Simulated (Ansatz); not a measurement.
# Run report: SiH₂SCl₄, nudged elastic band (part 2 of 2)

The same run, continued: SiH₂SCl₄; RKS B3LYP/def2-SVP (Ansatz 0.2.0). It belongs to a series of runs on one base structure; here: band between the two ends.

Geometry of the input (Å):
```
Si 0.5391  0.0744  -0.1835
Cl 0.4752  0.0235  1.8688
Cl 2.4919  -0.0364  -0.7924
Cl -0.2967  1.8105  -0.8641
Cl -0.4877  -1.5387  -0.9320
S  -3.6891  -0.0280  1.3273
H  -3.2464  -1.0353  0.5417
H  -2.6228  -0.1428  2.1506
```

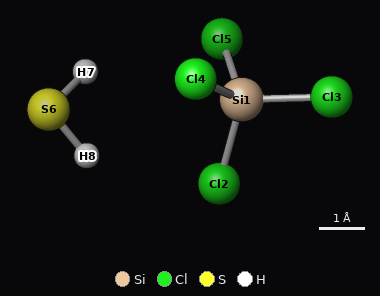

**Figure 1.** The input geometry (ball-and-stick view, seen at a tilt; atoms are numbered from 1 in the order of the input).

The program's output, continued:
```
NEB iter  36: max|band force component| = 5.502e-2 eV/Å  barrier→ = 1.8506 eV  barrier← = 1.5038 eV  CI = image 4  Δτ_max = 0.0877 Å  (218 SCF iters)
the calculation of the forces begins
reference -68821.97994360 eV, -2529.1611137137 hartree; 50, 50 occupied and 68, 68 virtual orbitals, 1151 factors
1150 factors; integrals over basis functions are off by at most 1.1e-3 eV
mean field -68820.48142726 eV, -2529.1060442542 hartree, gradient 1.4e-5 eV, S^2 0.000000; 1 other end points of the search recorded, 0 dependent functions left out
the calculation of the forces begins
reference -68820.48168282 eV, -2529.1060536457 hartree; 50, 50 occupied and 68, 68 virtual orbitals, 1150 factors
NEB iter  37: max|band force component| = 4.148e-2 eV/Å  barrier→ = 1.8504 eV  barrier← = 1.5036 eV  CI = image 4  Δτ_max = 0.0000 Å  (439 SCF iters)
```

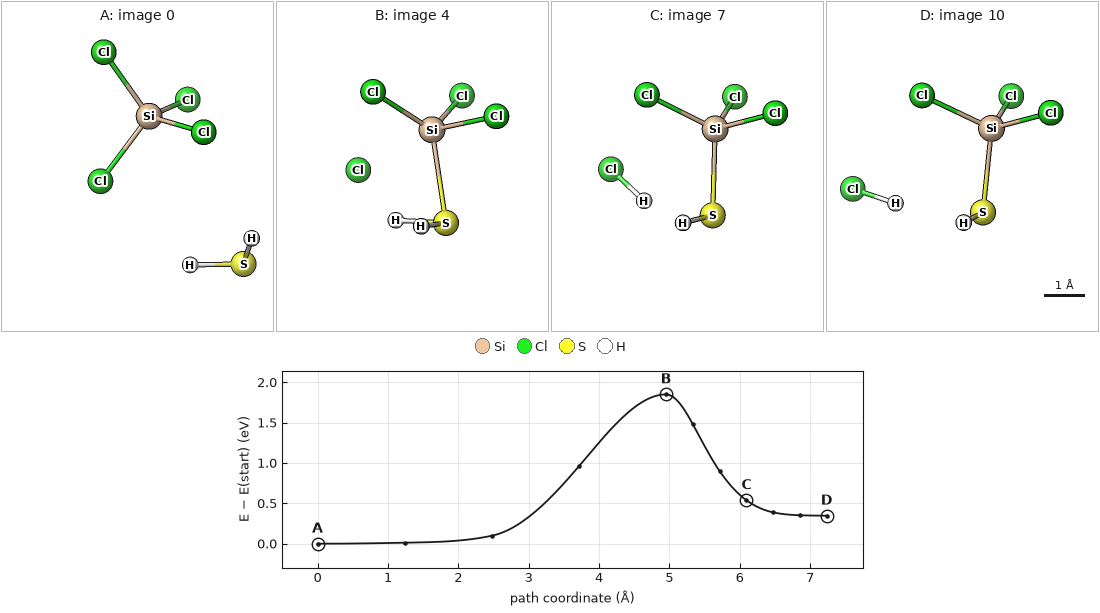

**Figure 2.** Images of the last band (counted from 0; ball-and-stick, seen at a tilt) above the energy along the path; the line is a cubic interpolation that uses the forces. The highest image is number 4, 1.850 eV above the start and 1.504 eV above the end (the climbing image); the end lies 0.347 eV above the start. The path is 7.24 Å long. The band converged in 37 iterations.

```
Total energy: -68820.48168282 eV, -2529.1060536457 hartree
Atom 0 at    -0.392130     0.089863    -0.193605 Å, force     0.004990     0.002453    -0.004147 eV/Å
Atom 1 at    -0.171500     0.918518     2.173972 Å, force    -0.006236     0.003189     0.000864 eV/Å
Atom 2 at     1.288369    -1.064488     0.165724 Å, force    -0.003178     0.000114    -0.000406 eV/Å
Atom 3 at    -0.209283     2.035580    -0.848479 Å, force     0.002218    -0.001477    -0.000191 eV/Å
Atom 4 at    -1.021313    -0.845518    -1.986313 Å, force     0.000696    -0.000422    -0.000503 eV/Å
Atom 5 at    -2.479070    -0.432572     0.803722 Å, force     0.004338    -0.007255     0.016336 eV/Å
Atom 6 at    -2.136632    -1.722900     1.042010 Å, force    -0.007084    -0.003449    -0.010960 eV/Å
Atom 7 at    -1.714843     0.148717     1.959267 Å, force     0.004255     0.006847    -0.000993 eV/Å
Dipole moment:    -0.532727    -0.366640     0.217301 e Å
this run last wrote the band of iteration 37 to [file]
```

The last band as extended XYZ (Å, eV, eV/Å):
```
8
Properties=species:S:1:pos:R:3:forces:R:3 image=0 energy=-68822.33179
Si    0.5391    0.0744   -0.1835    0.0005   0.0002  -0.0008
Cl    0.4752    0.0235    1.8688   -0.0004   0.0001   0.0014
Cl    2.4919   -0.0364   -0.7924    0.0004  -0.0002  -0.0001
Cl   -0.2967    1.8105   -0.8641    0.0010   0.0014  -0.0011
Cl   -0.4877   -1.5387   -0.9320   -0.0011  -0.0008  -0.0009
S    -3.6891   -0.0280    1.3273    0.0000  -0.0016   0.0003
H    -3.2464   -1.0353    0.5417    0.0010   0.0006   0.0005
H    -2.6228   -0.1428    2.1506   -0.0012   0.0003   0.0006
8
Properties=species:S:1:pos:R:3:forces:R:3 image=1 energy=-68822.31968
Si    0.5722    0.1935   -0.2750    0.0036  -0.0016  -0.0002
Cl    0.2378    0.2371    1.7515    0.0067  -0.0033  -0.0001
Cl    2.5011   -0.3993   -0.6201    0.0076   0.0066  -0.0041
Cl    0.2666    2.0586   -1.0579   -0.0031  -0.0009  -0.0010
Cl   -0.7119   -1.1438   -1.1543    0.0074  -0.0063   0.0020
S    -3.8525   -0.4988    1.5122   -0.0139   0.0050   0.0127
H    -3.0706   -1.3678    0.8338   -0.0050   0.0005  -0.0117
H    -2.7791    0.0476    2.1261   -0.0033   0.0001   0.0022
8
Properties=species:S:1:pos:R:3:forces:R:3 image=2 energy=-68822.23178
Si    0.3802    0.3232   -0.2809    0.0713   0.0152  -0.0268
Cl   -0.0711    0.5978    1.7082    0.0109  -0.0293  -0.0244
Cl    2.1344   -0.7297   -0.3600    0.0879   0.0608  -0.0604
Cl    0.5506    2.1699   -1.1433    0.0930   0.0164  -0.0398
Cl   -1.0433   -0.7373   -1.2995   -0.0025   0.0003   0.0646
S    -3.5434   -0.7557    1.3794   -0.1418  -0.0437   0.0844
H    -2.6328   -1.7047    1.0717   -0.0434  -0.0304  -0.0066
H    -2.6111   -0.0364    2.0407   -0.0753   0.0108   0.0089
8
Properties=species:S:1:pos:R:3:forces:R:3 image=3 energy=-68821.36733
Si    0.0249    0.2660   -0.1937    0.3566   0.1645  -0.0227
Cl   -0.1326    0.8120    1.8433    0.0437  -0.0984  -0.3029
Cl    1.6667   -0.9647   -0.0338    0.3166   0.1137  -0.1926
Cl    0.1731    2.1339   -1.0298    0.2961   0.0654  -0.1623
Cl   -1.0772   -0.7572   -1.6273   -0.0595   0.0717   0.3525
S    -3.0113   -0.5948    1.0795   -0.4593  -0.1522   0.2335
H    -2.2740   -1.7293    1.0646   -0.1000  -0.0137   0.0366
H    -2.2061   -0.0387    2.0135   -0.3942  -0.1510   0.0579
8
Properties=species:S:1:pos:R:3:forces:R:3 image=4 energy=-68820.48143
Si   -0.3921    0.0899   -0.1936    0.0050   0.0025  -0.0041
Cl   -0.1715    0.9185    2.1740   -0.0062   0.0032   0.0009
Cl    1.2884   -1.0645    0.1657   -0.0032   0.0001  -0.0004
Cl   -0.2093    2.0356   -0.8485    0.0022  -0.0015  -0.0002
Cl   -1.0213   -0.8455   -1.9863    0.0007  -0.0004  -0.0005
S    -2.4791   -0.4326    0.8037    0.0043  -0.0073   0.0163
H    -2.1366   -1.7229    1.0420   -0.0071  -0.0034  -0.0110
H    -1.7148    0.1487    1.9593    0.0043   0.0068  -0.0010
8
Properties=species:S:1:pos:R:3:forces:R:3 image=5 energy=-68820.85362
Si   -0.4793    0.0194   -0.3052   -0.3703  -0.3202  -0.4836
Cl   -0.2240    0.8917    2.3360   -0.3915   0.0172   0.6793
Cl    1.2271   -1.0592    0.1512   -0.2076   0.1320   0.0911
Cl   -0.2100    2.0050   -0.7896   -0.0616  -0.1727   0.1702
Cl   -1.0468   -0.8428   -2.1003    0.0498  -0.1241  -0.4503
S    -2.4644   -0.4315    0.7435    0.0685  -0.0604  -0.3324
H    -2.1429   -1.7193    1.0160    0.0285  -0.0252  -0.0892
H    -1.4960    0.2638    2.0647    0.8843   0.5534   0.4148
8
Properties=species:S:1:pos:R:3:forces:R:3 image=6 energy=-68821.43336
Si   -0.5472   -0.0440   -0.4252   -0.2521  -0.2298  -0.4070
Cl   -0.2200    0.8990    2.5577   -0.0384   0.1603   0.6722
Cl    1.1427   -1.0672    0.1662   -0.2416   0.0727   0.0702
Cl   -0.2091    1.9628   -0.7153   -0.1220  -0.1795   0.1231
Cl   -1.0272   -0.8332   -2.2582    0.0764  -0.1130  -0.4752
S    -2.4468   -0.4187    0.6606    0.0982  -0.0287  -0.2483
H    -2.1559   -1.7094    0.9570    0.0457   0.0030  -0.0945
H    -1.3728    0.3379    2.1736    0.4338   0.3149   0.3595
8
Properties=species:S:1:pos:R:3:forces:R:3 image=7 energy=-68821.79361
Si   -0.5952   -0.0892   -0.5375   -0.1031  -0.0873  -0.1927
Cl   -0.2031    0.9163    2.8091    0.0166   0.0998   0.3787
Cl    1.0485   -1.0959    0.1753   -0.1420  -0.0100   0.0220
Cl   -0.2335    1.9249   -0.6647   -0.0960  -0.0854   0.0169
Cl   -0.9792   -0.8112   -2.4201    0.0685  -0.0441  -0.2487
S    -2.4280   -0.4068    0.5929    0.0523  -0.0067  -0.0839
H    -2.1623   -1.7040    0.8821    0.0308  -0.0056  -0.0699
H    -1.2836    0.3931    2.2792    0.1728   0.1391   0.1778
8
Properties=species:S:1:pos:R:3:forces:R:3 image=8 energy=-68821.94402
Si   -0.6192   -0.1207   -0.6288   -0.0135  -0.0216  -0.0486
Cl   -0.2273    0.9553    3.0821    0.0003   0.0318   0.1302
Cl    0.9791   -1.1296    0.1755   -0.0393  -0.0110  -0.0100
Cl   -0.2672    1.8971   -0.6791   -0.0287  -0.0185  -0.0222
Cl   -0.9024   -0.8064   -2.5463    0.0219  -0.0124  -0.0627
S    -2.4140   -0.4105    0.5296    0.0025   0.0104  -0.0177
H    -2.1661   -1.7176    0.7837    0.0080  -0.0227  -0.0348
H    -1.2193    0.4596    2.3993    0.0489   0.0440   0.0658
8
Properties=species:S:1:pos:R:3:forces:R:3 image=9 energy=-68821.97967
Si   -0.6089   -0.1316   -0.7014   -0.0105   0.0077   0.0006
Cl   -0.3285    0.9735    3.3721   -0.0035   0.0028   0.0210
Cl    0.9938   -1.1104    0.1321    0.0059   0.0012  -0.0043
Cl   -0.2797    1.8906   -0.7724   -0.0071  -0.0135  -0.0074
Cl   -0.8645   -0.8444   -2.6145    0.0008  -0.0073  -0.0054
S    -2.3795   -0.4105    0.4846    0.0177  -0.0004  -0.0035
H    -2.1629   -1.7355    0.6722   -0.0088   0.0076  -0.0121
H    -1.2062    0.4954    2.5436    0.0054   0.0019   0.0110
8
Properties=species:S:1:pos:R:3:forces:R:3 image=10 energy=-68821.98498
Si   -0.5829   -0.1158   -0.7424    0.0032   0.0044  -0.0008
Cl   -0.4180    0.8707    3.5715    0.0000  -0.0012   0.0017
Cl    1.0460   -1.0059    0.1389    0.0018   0.0012   0.0011
Cl   -0.2829    1.9021   -0.9433   -0.0004  -0.0028  -0.0022
Cl   -0.8417   -0.9667   -2.5978   -0.0014  -0.0012  -0.0018
S    -2.3429   -0.3261    0.4675   -0.0020  -0.0014  -0.0008
H    -2.2186   -1.6698    0.5954   -0.0016   0.0012   0.0006
H    -1.1954    0.4387    2.6265    0.0004  -0.0002   0.0023
```
